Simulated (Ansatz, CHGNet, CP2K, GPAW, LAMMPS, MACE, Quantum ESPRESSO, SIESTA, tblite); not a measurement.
# Amorphous Ge (61 atoms), the geometry as built

61 atoms (61 Ge) placed at random at 5.25 g/cm³, melted at 3500 K for 10 ps at fixed volume with the Tersoff potential (Tersoff, Phys. Rev. B 39, 5566 (1989)). Quenched from 3500 K to 500 K at 3 K/ps and fixed volume, held 5 ps.

Geometry: the geometry as built. Computed with CP2K 2026.2: Kohn-Sham DFT, PBEsol, GTH-PBE pseudopotentials, Gaussian and plane waves, DZVP-MOLOPT (UZH set), diagonalisation; PBE potentials; DZVP-UZH; 350/50 Ry; levels smeared at 580 K; Γ point; density 5.25 g/cm³.

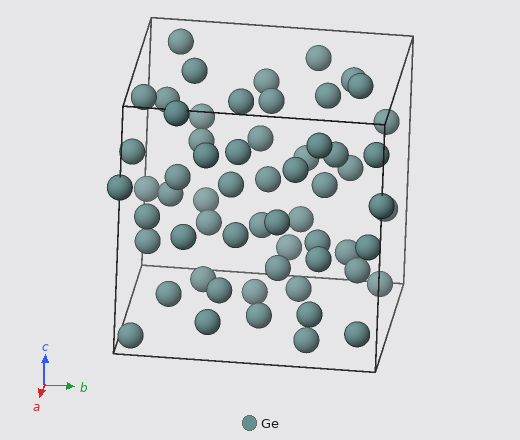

The structure (germanium teal). Some periodic images of atoms are drawn too.

Cell vectors (Å):

```
11.188 0.000 0.000
0.000 11.188 0.000
0.000 0.000 11.188
```

Positions in Å, forces in eV/Å, q the Hirshfeld charge in e:

```tsv
atom	x	y	z	q	fx	fy	fz
Ge1	5.874	6.357	2.452	-0.01	-0.159	0.491	0.926
Ge2	0.627	6.305	1.507	0.02	-0.849	-0.214	-0.744
Ge3	8.071	0.913	5.154	-0.02	0.811	0.015	0.864
Ge4	2.570	5.100	0.094	-0.01	0.710	-0.542	-0.633
Ge5	5.061	8.141	6.039	0.01	0.567	-0.229	0.302
Ge6	4.035	5.430	3.666	-0.01	0.008	-1.197	0.546
Ge7	4.782	5.696	6.022	-0.01	1.248	0.759	-0.781
Ge8	11.030	11.169	7.457	-0.01	-0.402	-0.100	-0.821
Ge9	8.199	4.700	8.400	0.01	0.207	0.289	0.269
Ge10	3.678	2.990	0.907	-0.01	0.392	1.049	0.829
Ge11	10.487	3.549	8.982	0.02	-0.752	-0.223	-1.385
Ge12	5.832	2.485	11.059	-0.01	0.157	-0.562	-0.145
Ge13	0.700	7.261	10.154	0.02	-0.286	0.253	0.183
Ge14	2.138	6.898	3.361	0.01	-0.223	0.772	0.470
Ge15	0.082	2.332	6.918	-0.02	0.789	0.048	1.325
Ge16	2.713	10.530	4.315	0.00	0.274	1.167	-0.412
Ge17	2.854	5.119	7.139	-0.01	-1.743	-0.728	0.947
Ge18	3.309	3.098	3.352	0.00	-1.069	1.357	-1.229
Ge19	7.547	1.910	1.548	0.01	0.097	-0.034	-0.215
Ge20	8.424	7.192	7.864	-0.03	0.238	-1.185	-0.099
Ge21	5.805	9.744	2.577	-0.01	-0.058	0.538	-1.164
Ge22	4.709	8.103	9.954	-0.03	-0.050	-0.094	-0.732
Ge23	1.090	5.114	9.073	0.03	1.224	0.217	0.328
Ge24	8.684	4.773	4.822	0.01	-0.799	-0.595	-0.873
Ge25	2.019	10.367	0.654	0.01	0.745	-0.191	0.020
Ge26	3.432	1.134	8.788	-0.02	-0.752	-0.236	-0.155
Ge27	5.650	0.347	9.646	0.02	0.179	0.856	0.045
Ge28	6.761	4.311	6.384	-0.01	0.666	-0.061	-0.552
Ge29	2.242	1.507	11.016	0.00	-1.092	-1.006	-1.186
Ge30	6.761	8.092	4.048	0.00	-0.417	-0.333	0.300
Ge31	10.015	8.174	1.966	-0.01	0.184	-0.534	-0.136
Ge32	9.917	2.667	5.028	-0.02	0.069	0.465	-0.843
Ge33	8.445	4.141	2.199	0.00	0.909	-0.258	0.992
Ge34	1.272	6.953	5.815	0.03	-0.353	-0.386	-0.367
Ge35	2.696	8.984	6.026	-0.01	-0.113	-0.179	1.376
Ge36	2.013	10.383	7.980	-0.02	1.031	-0.250	0.032
Ge37	0.660	2.697	3.371	-0.01	0.502	-0.567	0.956
Ge38	9.954	10.559	5.161	0.03	0.275	-0.793	0.989
Ge39	6.562	8.703	7.996	0.03	-0.999	0.757	-0.546
Ge40	4.063	1.485	4.802	-0.01	0.413	-1.494	0.986
Ge41	4.097	7.107	0.935	0.02	-0.374	-0.173	-0.018
Ge42	8.339	7.924	0.190	0.00	-0.346	0.354	0.803
Ge43	11.014	10.335	1.593	-0.02	-0.509	0.051	-0.541
Ge44	6.047	1.956	6.294	0.05	-0.134	-0.136	0.295
Ge45	6.437	0.822	3.454	0.00	-1.137	-0.249	-0.885
Ge46	10.973	2.275	10.961	0.00	0.945	0.176	0.079
Ge47	0.521	0.143	3.649	-0.02	0.079	1.003	-0.208
Ge48	6.432	9.625	11.122	0.03	-0.058	0.128	1.255
Ge49	9.741	8.294	9.510	-0.03	0.775	0.044	-0.188
Ge50	7.341	0.104	7.769	0.01	-0.367	-0.581	0.249
Ge51	9.385	10.705	9.141	0.01	-0.462	0.030	0.494
Ge52	3.370	9.075	2.468	-0.01	-0.138	0.263	-0.777
Ge53	10.815	3.924	1.596	-0.02	-0.087	1.081	-0.427
Ge54	9.375	0.526	0.218	0.00	-0.503	-0.143	0.607
Ge55	7.386	5.772	0.804	-0.01	0.243	-0.536	-1.414
Ge56	9.797	6.627	5.940	0.00	1.005	0.598	-0.263
Ge57	2.668	2.592	6.763	0.02	-0.186	0.309	0.257
Ge58	4.272	5.664	9.381	0.01	-0.120	0.498	0.121
Ge59	9.222	8.395	4.201	0.00	-0.230	0.019	0.535
Ge60	2.410	8.964	9.893	-0.01	-0.129	-0.012	-0.165
Ge61	6.394	4.571	10.029	-0.02	0.152	0.236	0.526
```

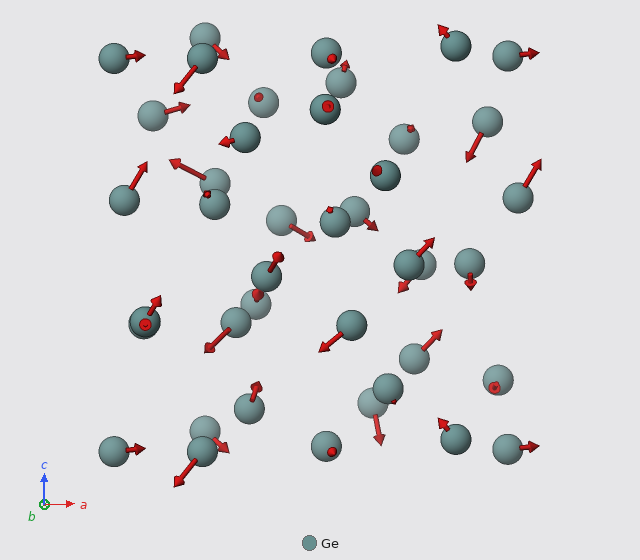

The forces as arrows, the longest 2.12 eV/Å. Drawn is a slice 6 Å thick, seen along the normal of the ac plane.

The quench rate of 3 K/ps is many orders above laboratory rates, so the cell is likely richer in defects and strain than a real sample. The network of bonds at the start is that of the classical potential that made the cell, and needn't be the one that DFT or experiment would give. Only the Γ point is sampled, in a cell whose shortest periodic width is 11 Å.

The r.m.s. force component is 0.642 eV/Å; the longest force, 2.12 eV/Å, acts on Ge18.

[Logs are printed without paths, hosts, clocks, repeated set-up lines and the standing remarks that a program may print on its own settings, such as how far it seeks lower states.]

[Hosts, paths, dates, database ids (printed as entryN), source tags and the programs' standing remarks are cut or masked in the printed files.]
